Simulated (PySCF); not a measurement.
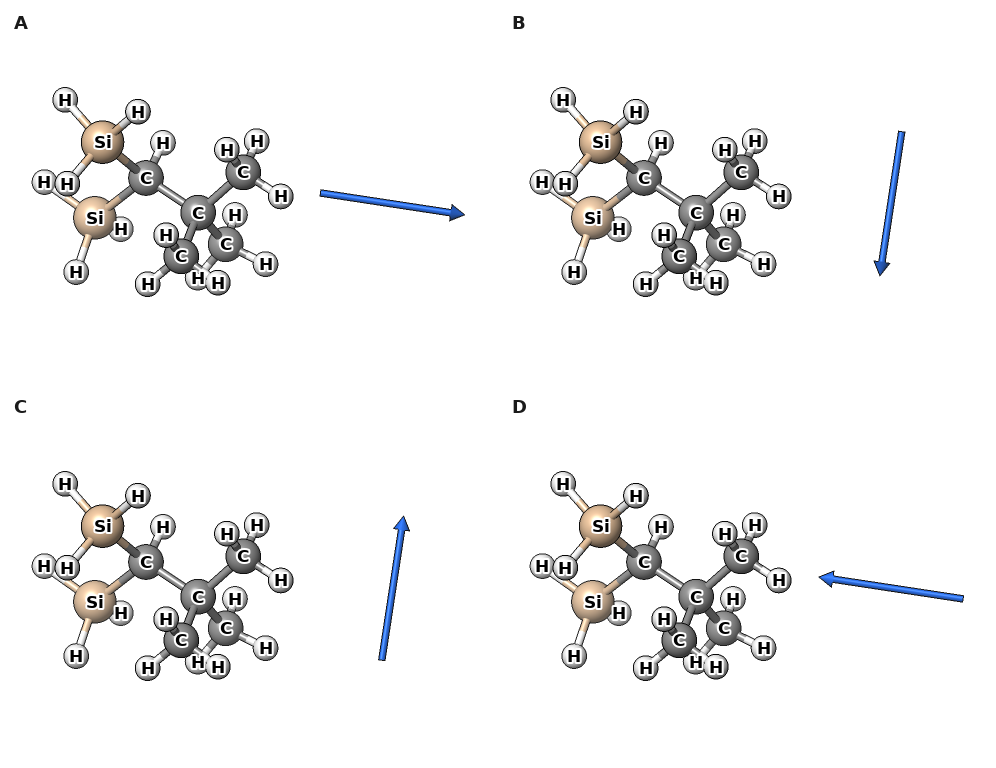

The same molecule four times, each with an arrow. The geometry was computed by an optimisation with GFN2-xTB. No frequency run is at hand to confirm it as a minimum. Properties computed with PBE0/pcSseg-1, gas phase (PySCF 2.14.0).

Question: Which arrow points along the dipole moment, from the negative to the positive end?

Answer: A. The dipole moment is 1.14 D.

The geometry is semi-empirical. Around Si such bond lengths and angles can be off by a tenth of an ångström or more and by several degrees, and values that hang on the shape move with them.
